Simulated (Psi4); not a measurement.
**Run report: GaHCl2O (charge +1), energy and gradient calculation (part 1 of 2)**

The run: energy and gradient calculation of GaHCl2O, charge +1, multiplicity 2. Method and program: B3LYP/6-31G*, UKS (Psi4 1.11).

The geometry is that of the parent species in another charge or spin state. The geometry comes from this level: PBE0-D4/def2-TZVP.

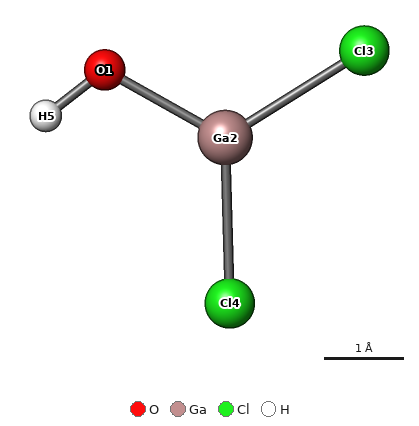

*The structure as given in the input (ball-and-stick view, seen on its broad side; atoms are numbered from 1 in the order of the input). Sticks mark near contacts.*

Input (cl2gaho.py):
```python
import psi4

psi4.set_memory(2200000000)
psi4.set_num_threads(1)
psi4.core.set_output_file('cl2gaho.out', False)

with open('cl2gaho.xyz') as f:
    atoms = ''.join(f.readlines()[2:])
mol = psi4.geometry('1 2\n' + atoms + 'symmetry c1')

options = {'reference': 'uks', 'puream': False, 'e_convergence': 1e-09, 'd_convergence': 1e-08, 'scf_type': 'pk', 'dft_radial_points': 99, 'dft_spherical_points': 590, 'maxiter': 100}
psi4.set_options(options)

result, w = psi4.gradient("b3lyp/6-31G*", return_wfn=True)
psi4.oeprop(w, "MULLIKEN_CHARGES", "WIBERG_LOWDIN_INDICES", "MAYER_INDICES", title="B3LYP")
print('gradient / Eh bohr^-1')
print(result.np.round(6))
print(f'energy = {w.energy():.10f} Eh')
for k, v in sorted(psi4.core.scalar_variables().items()):
    print(f'{k:45s} {v:18.10f}')
```

File cl2gaho.xyz:
```
5
Cl2GaHO
O      0.254500     1.354600     0.245900
Ga     0.118500    -0.394500     0.056800
Cl     1.500000    -1.634900     1.057700
Cl    -1.407900    -1.236300    -1.155800
H     -0.415200     1.837400    -0.246000
```

Run on 1 thread of Intel Xeon @ 2.50GHz (Skylake/Cascade Lake), 32 GiB of memory available, shared host.

Launch command:
```bash
python cl2gaho.py
```

Log:
```
gradient() will perform analytic gradient computation.

   => Loading Basis Set <=

    Name: 6-31G*
    Role: ORBITAL
    Keyword: BASIS

         ---------------------------------------------------------
                                   SCF
                              UKS Reference
                        1 Threads,   2098 MiB Core
         ---------------------------------------------------------

  ==> Geometry <==

    Molecular point group: c1
    Full point group: C1

    Geometry (in Angstrom), charge = 1, multiplicity = 2:

       Center              X                  Y                   Z               Mass
    ------------   -----------------  -----------------  -----------------  -----------------
         O            0.158003221855     2.022322320102     0.219147839950    15.994914619570
         GA           0.022003221855     0.273222320102     0.030047839950    68.925573500000
         CL           1.403503221855    -0.967177679898     1.030947839950    34.968852682000
         CL          -1.504396778145    -0.568577679898    -1.182552160050    34.968852682000
         H           -0.511696778145     2.505122320102    -0.272752160050     1.007825032230

  Running in c1 symmetry.

  Rotational constants: A =      0.14099  B =      0.07112  C =      0.04727 [cm^-1]
  Rotational constants: A =   4226.81891  B =   2132.12026  C =   1417.23109 [MHz]
  Nuclear repulsion =  438.684256215280755

  Charge       = 1
  Multiplicity = 2
  Electrons    = 73
  Nalpha       = 37
  Nbeta        = 36

  ==> Algorithm <==

  SCF Algorithm Type is PK.
  DIIS enabled.
  MOM disabled.
  Fractional occupation disabled.
  Guess Type is SAD.
  Energy threshold   = 1.00e-09
  Density threshold  = 1.00e-08
  Integral threshold = 1.00e-12

  ==> Primary Basis <==

  Basis Set: 6-31G*
    Blend: 6-31G*
    Number of shells: 36
    Number of basis functions: 90
    Number of Cartesian functions: 90
    Spherical Harmonics?: false
    Max angular momentum: 2

  ==> DFT Potential <==

   => LibXC <=

    Version 7.1.2

   => Composite Functional: B3LYP <=

    B3LYP Hyb-GGA Exchange-Correlation Functional

    Deriv               =              1
    GGA                 =           TRUE
    Meta                =          FALSE

    Exchange Hybrid     =           TRUE
    MP2 Hybrid          =          FALSE

   => Exchange Functionals <=

    0.0800   Slater exchange
    0.7200         Becke 88

   => Exact (HF) Exchange <=

    0.2000               HF

   => Correlation Functionals <=

    0.1900   Vosko, Wilk & Nusair (VWN5_RPA)
    0.8100   Lee, Yang & Parr

   => LibXC Density Thresholds  <==

    XC_HYB_GGA_XC_B3LYP:  1.00E-15

   => Molecular Quadrature <=

    Radial Scheme          =       TREUTLER
    Pruning Scheme         =           NONE
    Nuclear Scheme         =       TREUTLER

    Blocking Scheme        =         OCTREE
    BS radius alpha        =              1
    Pruning alpha          =              1
    Radial Points          =             99
    Spherical Points       =            590
    Total Points           =         278679
    Total Blocks           =           2126
    Max Points             =            256
    Max Functions          =             87
    Weights Tolerance      =       1.00E-15

  ==> Integral Setup <==

  Using in-core PK algorithm.
   Calculation information:
      Number of atoms:                   5
      Number of AO shells:              36
      Number of primitives:            116
      Number of atomic orbitals:        90
      Number of basis functions:        90

      Integral cutoff                 1.00e-12
      Number of threads:                 1

  Performing in-core PK
  Using 16773120 doubles for integral storage.
  We computed 178925 shell quartets total.
  Whereas there are 222111 unique shell quartets.

  ==> DiskJK: Disk-Based J/K Matrices <==

    J tasked:                  Yes
    K tasked:                  Yes
    wK tasked:                  No
    Memory [MiB]:             1076
    Schwarz Cutoff:          1E-12

  Cached 100.0% of DFT collocation blocks in 0.485 [GiB].

  Minimum eigenvalue in the overlap matrix is 6.7931454712E-04.
  Reciprocal condition number of the overlap matrix is 1.0920856806E-04.
    Using symmetric orthogonalization.

  ==> Pre-Iterations <==

  SCF Guess: Superposition of Atomic Densities via on-the-fly atomic UHF (no occupation information).

   -------------------------
    Irrep   Nso     Nmo
   -------------------------
     A         90      90
   -------------------------
    Total      90      90
   -------------------------

  ==> Iterations <==

                        Total Energy        Delta E     RMS |[F,P]|

   @UKS iter SAD: -2917.68688593541083   -2.91769e+03   0.00000e+00
   @UKS iter   1: -2918.25817611319690   -5.71290e-01   3.62145e-02 DIIS/ADIIS
   @UKS iter   2: -2869.38493921096460    4.88732e+01   9.30559e-02 DIIS/ADIIS
   @UKS iter   3: -2918.29557623950450   -4.89106e+01   3.51510e-02 DIIS/ADIIS
   @UKS iter   4: -2920.15447080156446   -1.85889e+00   1.09150e-02 DIIS/ADIIS
   @UKS iter   5: -2920.22152167880040   -6.70509e-02   8.73906e-03 DIIS/ADIIS
   @UKS iter   6: -2920.48316931588215   -2.61648e-01   3.76995e-03 DIIS/ADIIS
   @UKS iter   7: -2920.44424447016718    3.89248e-02   4.27806e-03 DIIS/ADIIS
   @UKS iter   8: -2920.51525683373120   -7.10124e-02   2.78240e-03 DIIS/ADIIS
   @UKS iter   9: -2920.52071764974698   -5.46082e-03   2.54959e-03 DIIS/ADIIS
   @UKS iter  10: -2920.55043655265536   -2.97189e-02   9.99286e-04 DIIS/ADIIS
   @UKS iter  11: -2920.55589340004235   -5.45685e-03   5.93593e-04 DIIS/ADIIS
   @UKS iter  12: -2920.55586986080061    2.35392e-05   6.42214e-04 DIIS/ADIIS
   @UKS iter  13: -2920.55585742419589    1.24366e-05   6.74481e-04 DIIS/ADIIS
   @UKS iter  14: -2920.55627931349272   -4.21889e-04   6.07346e-04 DIIS/ADIIS
   @UKS iter  15: -2920.55697473542068   -6.95422e-04   4.99015e-04 DIIS/ADIIS
   @UKS iter  16: -2920.55795035017309   -9.75615e-04   2.19015e-04 DIIS/ADIIS
   @UKS iter  17: -2920.55816434419194   -2.13994e-04   1.36937e-04 DIIS/ADIIS
   @UKS iter  18: -2920.55831238069050   -1.48036e-04   6.51973e-05 DIIS
   @UKS iter  19: -2920.55837663748071   -6.42568e-05   2.02071e-05 DIIS
   @UKS iter  20: -2920.55837463643957    2.00104e-06   4.02164e-05 DIIS
   @UKS iter  21: -2920.55838481488263   -1.01784e-05   6.13545e-06 DIIS
   @UKS iter  22: -2920.55838730341657   -2.48853e-06   6.40914e-06 DIIS
   @UKS iter  23: -2920.55838832131667   -1.01790e-06   4.79231e-06 DIIS
   @UKS iter  24: -2920.55838892273914   -6.01422e-07   1.68249e-06 DIIS
   @UKS iter  25: -2920.55838966218926   -7.39450e-07   2.08100e-06 DIIS
   @UKS iter  26: -2920.55839014292587   -4.80737e-07   2.03562e-06 DIIS
   @UKS iter  27: -2920.55839051255543   -3.69630e-07   1.36275e-06 DIIS
   @UKS iter  28: -2920.55839055450451   -4.19491e-08   9.15301e-07 DIIS
   @UKS iter  29: -2920.55839056117748   -6.67296e-09   2.14405e-07 DIIS
   @UKS iter  30: -2920.55839056162858   -4.51109e-10   5.86667e-08 DIIS
   @UKS iter  31: -2920.55839056166769   -3.91083e-11   3.54317e-08 DIIS
   @UKS iter  32: -2920.55839056167906   -1.13687e-11   9.02686e-09 DIIS
  Energy and wave function converged.

  ==> Post-Iterations <==

   Electrons on quadrature grid:
      Nalpha   =   37.0000010776 ; deviation = 1.078e-06
      Nbeta    =   36.0000010280 ; deviation = 1.028e-06
      Ntotal   =   73.0000021055 ; deviation = 2.106e-06

   @Spin Contamination Metric:   7.746671934E-03
   @S^2 Expected:                7.500000000E-01
   @S^2 Observed:                7.577466719E-01
   @S   Expected:                5.000000000E-01
   @S   Observed:                5.000000000E-01

    Orbital Energies [Eh]
    ---------------------

    Alpha Occupied:

       1A   -372.864619     2A   -101.807273     3A   -101.806845
       4A    -46.246920     5A    -41.004689     6A    -41.001143
       7A    -41.000316     8A    -19.443585     9A     -9.723311
      10A     -9.722842    11A     -7.485728    12A     -7.484622
      13A     -7.481978    14A     -7.481890    15A     -7.476090
      16A     -7.475837    17A     -5.818812    18A     -4.105044
      19A     -4.099545    20A     -4.097679    21A     -1.275034
      22A     -1.148306    23A     -1.146535    24A     -1.134896
      25A     -1.133862    26A     -1.124167    27A     -1.067671
      28A     -1.055281    29A     -0.767823    30A     -0.689574
      31A     -0.633963    32A     -0.616756    33A     -0.608925
      34A     -0.587519    35A     -0.584179    36A     -0.572435
      37A     -0.568164

    Alpha Virtual:

      38A     -0.292598    39A     -0.255001    40A     -0.166354
      41A     -0.131026    42A     -0.118094    43A     -0.069432
      44A     -0.053603    45A     -0.025838    46A     -0.002963
      47A      0.136452    48A      0.140170    49A      0.141615
      50A      0.191557    51A      0.245467    52A      0.253256
      53A      0.260625    54A      0.298354    55A      0.302673
      56A      0.367415    57A      0.376978    58A      0.399471
      59A      0.428525    60A      0.602183    61A      0.604582
      62A      0.607356    63A      0.615746    64A      0.628890
      65A      0.671492    66A      0.688465    67A      0.693461
      68A      0.728248    69A      0.745329    70A      0.789018
      71A      0.843203    72A      0.934686    73A      1.008940
      74A      1.046417    75A      1.172732    76A      1.484634
      77A      1.626902    78A      1.628828    79A      1.887330
      80A      2.186359    81A      2.579476    82A      2.591354
      83A      2.660307    84A      2.742464    85A      2.822131
      86A      3.013182    87A      3.503741    88A      4.004699
      89A      4.014344    90A     73.590040

    Beta Occupied:

       1A   -372.864714     2A   -101.804583     3A   -101.804258
       4A    -46.246776     5A    -41.004597     6A    -41.001127
       7A    -41.000159     8A    -19.434942     9A     -9.720811
      10A     -9.720439    11A     -7.481537    12A     -7.480972
      13A     -7.476222    14A     -7.475962    15A     -7.474540
      16A     -7.474363    17A     -5.818688    18A     -4.104913
      19A     -4.099493    20A     -4.097440    21A     -1.254492
      22A     -1.146371    23A     -1.144317    24A     -1.135004
      25A     -1.133191    26A     -1.122067    27A     -1.052692
      28A     -1.039063    29A     -0.761516    30A     -0.682140
      31A     -0.624304    32A     -0.597581    33A     -0.580379
      34A     -0.562329    35A     -0.547022    36A     -0.543248

    Beta Virtual:

      37A     -0.504607    38A     -0.288859    39A     -0.250795
      40A     -0.162231    41A     -0.128474    42A     -0.116631
      43A     -0.067154    44A     -0.053569    45A     -0.023424
      46A     -0.000979    47A      0.136974    48A      0.144280
      49A      0.144816    50A      0.195274    51A      0.256381
      52A      0.257296    53A      0.268458    54A      0.302770
      55A      0.306594    56A      0.373166    57A      0.382299
      58A      0.407954    59A      0.435042    60A      0.623640
      61A      0.626399    62A      0.627434    63A      0.631813
      64A      0.639951    65A      0.678029    66A      0.698005
      67A      0.698520    68A      0.750754    69A      0.754109
      70A      0.797449    71A      0.852942    72A      0.940848
      73A      1.016273    74A      1.052261    75A      1.184538
      76A      1.504861    77A      1.637258    78A      1.647743
      79A      1.895733    80A      2.195505    81A      2.579050
      82A      2.590776    83A      2.659951    84A      2.742523
      85A      2.823264    86A      3.013097    87A      3.517016
      88A      4.012239    89A      4.022017    90A     73.590004

    Final Occupation by Irrep:
              A
    DOCC [    36 ]
    SOCC [     1 ]
    NA   [    37 ]
    NB   [    36 ]

  @UKS Final Energy: -2920.55839056167906

   => Energetics <=
```
